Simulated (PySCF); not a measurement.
# CH3ClN2: the cost of one run

Computed with PySCF 2.14.0; each step states its level. No surroundings beyond the atoms listed, unless a continuum is named. Atoms count from 0, parts from 1.

### Step 1. The system as given

7 atoms, charge 0, multiplicity 1; geometry: GFN2-xTB. Parts: 1 = atoms 0–4, `N#CN`, charge 0; 2 = atoms 5–6, `Cl`, charge 0.

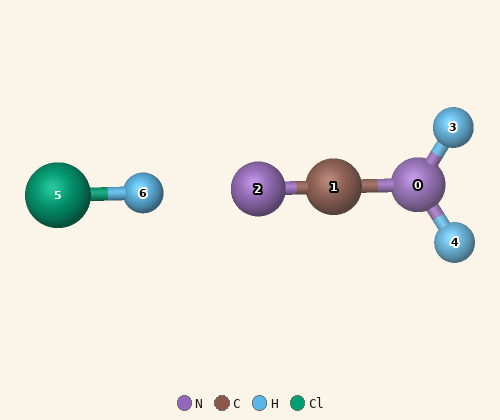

The starting geometry (nitrogen purple, carbon brown, hydrogen blue, chlorine teal), atoms numbered.

### Step 2. Geometry optimisation at PBE0-D3(BJ)/def2-SVPD

What the job is given:

```
{"job": {"xc": "PBE0", "basis": "def2-SVPD", "d3": "d3bj", "grid": 2, "kind": "geom", "shake": 0.01}, "charge": 0, "multiplicity": 1, "parts": [{"atoms": "0-4", "charge": 0, "multiplicity": 1}, {"atoms": "5-6", "charge": 0, "multiplicity": 1}]}
N     -0.624599    -0.003091    -0.206839
C      0.455256    -0.041015     0.484126
N      1.378536    -0.097009     1.136165
H     -0.895690     0.923706    -0.571074
H     -0.900953    -0.791017    -0.770113
Cl     3.876031    -0.234236     2.830659
H      2.812701    -0.181529     2.110877
```

The run is started by

```console
OMP_NUM_THREADS=1 python cluster_run.py task.json out
```

The driver reads the jobs from task.json and runs them one after another.

**Question.** How long does this first job take on 1 thread of Arm Neoverse N1, shared host, and how much memory does it need?

About 42 s, with a peak of 0.49 GiB.
